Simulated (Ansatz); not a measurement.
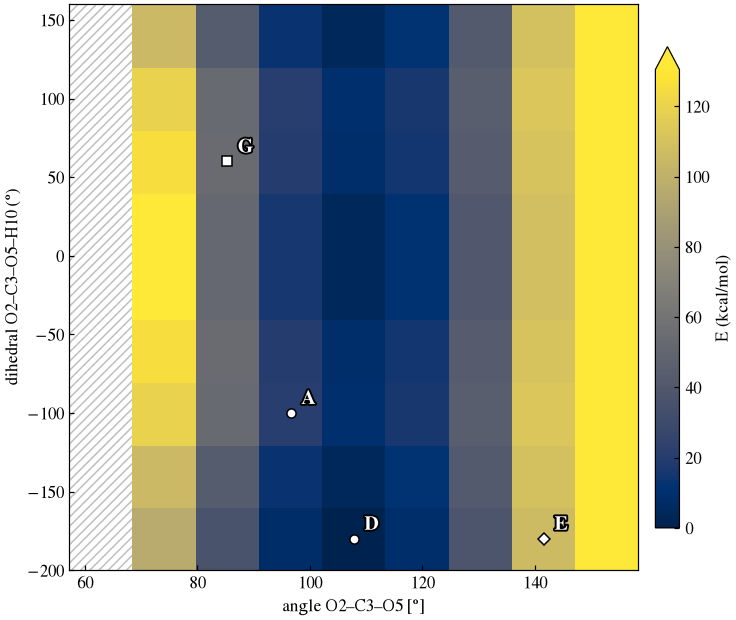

C2H5NO2, SMILES COC(=N)O. First axis: angle O2–C3–O5. Second axis: dihedral O2–C3–O5–H10. Nothing is relaxed (all other coordinates rigid). Grid: 9 × 9 points; 40 points were computed and 32 follow by symmetry. At 9 points there is no value. Points are written as (first, second). Energies are in kcal/mol, from the lowest grid point. Level of theory: RKS PBE0-D4/def2-TZVP in Ansatz.

Drawn: one coloured cell a grid point, one colour for all values above the top of the scale, hatched blanks where no value was computed, lettered points.

Is G the lowest point of the computed grid?

Answer. No. G lies 54 kcal/mol above the lowest grid point, which is at (107.8°, −180°).

Rank the lettered points by energy, lowest first.

Answer. D (0 kcal/mol), A (20 kcal/mol), G (54 kcal/mol), E (106 kcal/mol).
